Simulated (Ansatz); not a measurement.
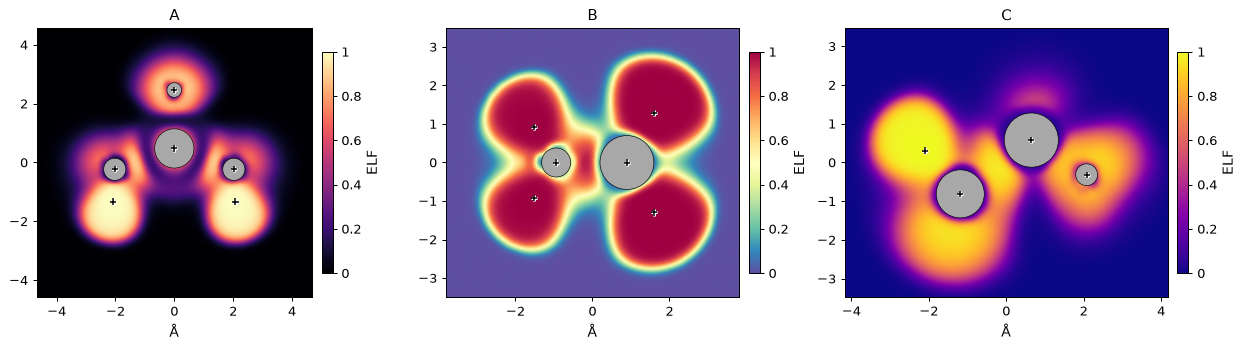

The electron localisation function of 3 systems, each on a plane through atoms (crosses mark nuclei in the plane; grey discs cover the cores).

Level of theory: isolated molecule in a Gaussian basis; Kohn-Sham density functional theory, functional PBE0 in Ansatz 0.2.0.

System 1: CH$_{4}$FSi (charge +1), the plane of atoms C1, Si3 and H6. Geometry: PBE0-D3(BJ)/def2-SVP.

```csv
atom,x (Å),y (Å),z (Å)
C,-1.0198,-0.8100,0.5151
F,-1.8160,0.4650,0.1392
Si,-2.8479,-0.9985,0.5256
H,-0.4150,-1.0663,-0.3633
H,-0.4565,-0.5651,1.4238
H,-3.5734,-0.7334,1.7793
H,-3.5151,-1.4324,-0.7132
```

System 2: C$_{2}$H$_{6}$FIn, the plane of atoms C1, In4 and C2. Geometry: PBE0-D3(BJ)/def2-SVP; core potentials replace the inner electrons of In.

```yaml
atoms:
  - { symbol: C, position_ang: [0.8197, 1.3338, 1.8206] }
  - { symbol: C, position_ang: [-0.0608, -1.8716, -0.4878] }
  - { symbol: F, position_ang: [-1.8420, 0.9765, -0.2151] }
  - { symbol: In, position_ang: [-0.2059, 0.0590, 0.4344] }
  - { symbol: H, position_ang: [1.7495, 0.8797, 2.1884] }
  - { symbol: H, position_ang: [0.1513, 1.5391, 2.6695] }
  - { symbol: H, position_ang: [1.0481, 2.2860, 1.3203] }
  - { symbol: H, position_ang: [0.0280, -1.7350, -1.5755] }
  - { symbol: H, position_ang: [-0.9853, -2.4303, -0.2822] }
  - { symbol: H, position_ang: [0.8030, -2.4409, -0.1194] }
```

System 3: H$_{5}$OPSi, the plane of atoms Si3, P2 and H7. Geometry: BLYP-D3(BJ)/def2-SVP.

```xyz
8

O     0.4546   -1.4557   -1.2291
P     1.3583    0.9167    0.8797
Si   -0.2074   -0.1112   -0.4559
H     1.9312    1.6737   -0.2030
H     0.8568   -2.1211   -0.6408
H    -1.3483   -0.4729    0.4591
H     0.4365    1.9645    1.2426
H    -0.7162    0.7538   -1.5639
```

### Which map belongs to which system?

Panel A is system 2, C$_{2}$H$_{6}$FIn: the plane holds C, F, In and H. In–F (1.99 Å): the ELF peaks at about 0.80 in the valence shell of F, 0.5 Å from its nucleus, and drops to about 0.15 between the two atoms. Panel B is system 1, CH$_{4}$FSi: the plane holds C, Si and H. C–Si (1.84 Å): the ELF peaks at about 0.95 between the atoms; a shared electron pair. Panel C is system 3, H$_{5}$OPSi: the plane holds O, P, Si and H. Si–O (1.69 Å): the ELF peaks at about 0.85 between the atoms; a polar covalent bond.
